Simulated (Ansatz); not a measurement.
# BCCD(T)/6-31G(d) (spherical functions) run of SiNH4ClO (SMILES N[SiH](O)Cl)

What is the vertical ionisation energy of SiNH4ClO at BCCD(T)/6-31G* (spherical functions)? 

Program for the calculation: Ansatz 0.2.0.

128 further runs of the same task are left out: 128 set aside as unsound or not needed.

## (1) The molecule

SiNH4ClO: 8 atoms, total charge 0, spin state singlet. SMILES: `N[SiH](O)Cl`. The coordinates come from a PBE0-D4/def2-TZVP relaxation. This is one conformer, not always the lowest.

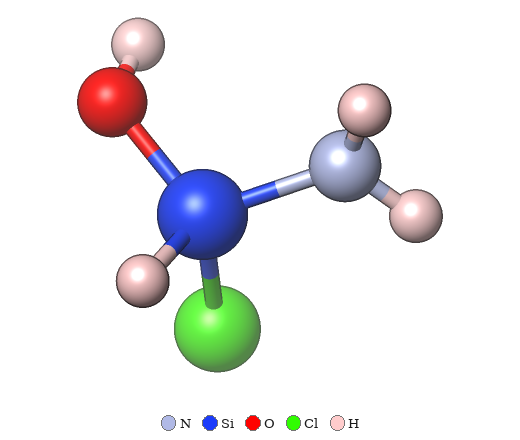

Viewed from a chosen angle; nitrogen light blue, silicon blue, oxygen red, chlorine green, hydrogen pink.

## (2) A single-point energy at BCCD(T)/6-31G(d) (spherical functions)

run.yaml

```yaml
crystal:
  periodic: [false, false, false]
  atoms:
    - {symbol: "N", position_ang: [-0.749800, 0.885600, -0.289000]}
    - {symbol: Si, position_ang: [0.524400, -0.226200, -0.115300]}
    - {symbol: O, position_ang: [0.551300, -0.861300, 1.386900]}
    - {symbol: Cl, position_ang: [0.173100, -1.641600, -1.566900]}
    - {symbol: H, position_ang: [-1.217200, 0.998000, -1.172700]}
    - {symbol: H, position_ang: [-0.806900, 1.712400, 0.283000]}
    - {symbol: H, position_ang: [1.896700, 0.277200, -0.308600]}
    - {symbol: H, position_ang: [-0.279500, -1.201200, 1.726700]}
basis:
  gaussian:
    orbitals: 6-31G_st_-spherical.json
correlation:
  method: bccd_t
  frozen_orbitals: {Cl: 5, H: 0, "N": 1, O: 1, Si: 5}
scf:
  omitted_lower_state_checks: [cluster_reference, increment]
accuracy: high
```

The basis set 6-31G* is read from a file made from the Basis Set Exchange's data (not shown).

On the command line:

```
$ ansatz run run.yaml --threads 1 --pin off --max-ram 3480MiB --events-out events.jsonl --progress --plain --runs-dir runs
```

Output, shortened:

```text
Warning: RAYON_NUM_THREADS=1 ignored (pool sized by the plan → 1); use --threads N
Functional definition: HF
  name "HF"
[...]
1602 factors; integrals over basis functions are off by at most 3.7e-9 eV
[...]
mean field -23950.43055944 eV, -880.1620888745 hartree, gradient 2.3e-8 eV, S^2 0.000000; 0 other end points of the search recorded, 0 dependent functions left out
12 core orbitals not correlated: weight in the atoms' cores, before any rotation towards them, 1.000 or more for the frozen orbitals, at most 0.000 for the correlated occupied ones
reference -23950.43055944 eV, -880.1620888745 hartree; 13, 13 occupied and 47, 47 virtual orbitals, 1602 factors
second order -14.84186839 eV of doubles, -0.00000000 eV of singles
cycle   1  -15.40402718 eV  change   -5.6e-1 eV  update   7.9e-2
[...]
cycle  20  -15.77904193 eV  change   9.0e-10 eV  update   2.0e-9
perturbative correction -0.33902741 eV, -0.0124590275 hartree
Total energy: -23966.54862878 eV, -880.7544169977 hartree
Checks for a lower state left out: cluster_reference, increment
```

It took 6.3 s on 1 thread of Intel Xeon 6975P-C (Granite Rapids), shared host; peak memory 0.39 GiB.

## (3) The doublet cation, same level

molecule.yaml

```yaml
crystal:
  periodic: [false, false, false]
  atoms:
    - {symbol: "N", position_ang: [-0.749800, 0.885600, -0.289000]}
    - {symbol: Si, position_ang: [0.524400, -0.226200, -0.115300]}
    - {symbol: O, position_ang: [0.551300, -0.861300, 1.386900]}
    - {symbol: Cl, position_ang: [0.173100, -1.641600, -1.566900]}
    - {symbol: H, position_ang: [-1.217200, 0.998000, -1.172700]}
    - {symbol: H, position_ang: [-0.806900, 1.712400, 0.283000]}
    - {symbol: H, position_ang: [1.896700, 0.277200, -0.308600]}
    - {symbol: H, position_ang: [-0.279500, -1.201200, 1.726700]}
basis:
  gaussian:
    orbitals: 6-31G_st_-spherical.json
total_charge: 1
magnetization:
  spin_polarized: true
  initial_magnetization: 1
correlation:
  method: bccd_t
  frozen_orbitals: {Cl: 5, H: 0, "N": 1, O: 1, Si: 5}
accuracy: high
scf:
  omitted_lower_state_checks: [cluster_reference, increment]
```

The basis set 6-31G* is read from a file made from the Basis Set Exchange's data (not shown).

On the command line:

```
$ ansatz run molecule.yaml --threads 1 --pin off --max-ram 3480MiB --events-out events.jsonl --progress --plain --runs-dir runs
```

Output, shortened:

```text
Warning: RAYON_NUM_THREADS=1 ignored (pool sized by the plan → 1); use --threads N
[... 2 set-up lines as earlier in the session ...]
[...]
1601 factors; integrals over basis functions are off by at most 3.7e-9 eV
[...]
mean field -23941.14786763 eV, -879.8209562425 hartree, gradient 1.6e-8 eV, S^2 0.759770; 5 other end points of the search recorded, 0 dependent functions left out
12 core orbitals not correlated: weight in the atoms' cores, before any rotation towards them, 1.000 or more for the frozen orbitals, at most 0.000 for the correlated occupied ones
reference -23941.14786763 eV, -879.8209562425 hartree; 13, 12 occupied and 47, 48 virtual orbitals, 1601 factors
second order -13.81970822 eV of doubles, -0.00000000 eV of singles
cycle   1  -14.53099831 eV  change   -7.1e-1 eV  update   9.0e-2
[...]
cycle  38  -14.96110184 eV  change    1.1e-9 eV  update   3.1e-9
perturbative correction -0.36108002 eV, -0.0132694459 hartree
Total energy: -23956.47004949 eV, -880.3840360400 hartree
Checks for a lower state left out: cluster_reference, increment
```

Run time: 30 s. Hardware: 1 thread of Intel Xeon 6975P-C (Granite Rapids), shared host; peak memory 0.69 GiB.

## (4) What came out

At BCCD(T)/6-31G* (spherical functions), 12 core orbitals frozen:

```
                                                      quantity          value
                                singlet SiNH4ClO: total energy  -880.75442 Eh
singlet SiNH4ClO: correlation energy (12 core orbitals frozen)     -592.3 mEh
                              singlet SiNH4ClO: (T) correction     -12.46 mEh
                                  doublet cation: total energy  -880.38404 Eh
  doublet cation: correlation energy (12 core orbitals frozen)     -563.1 mEh
                                doublet cation: (T) correction     -13.27 mEh
             doublet cation: ⟨S²⟩ of the reference determinant          0.760
            vertical ionisation energy (to the doublet cation)      10.079 eV
```

In words: The vertical ionisation energy comes to 10.08 eV (972 kJ/mol). The triples (singlet SiNH4ClO) make up 2.1 % of the correlation energy. The triples (doublet cation) make up 2.4 % of the correlation energy.
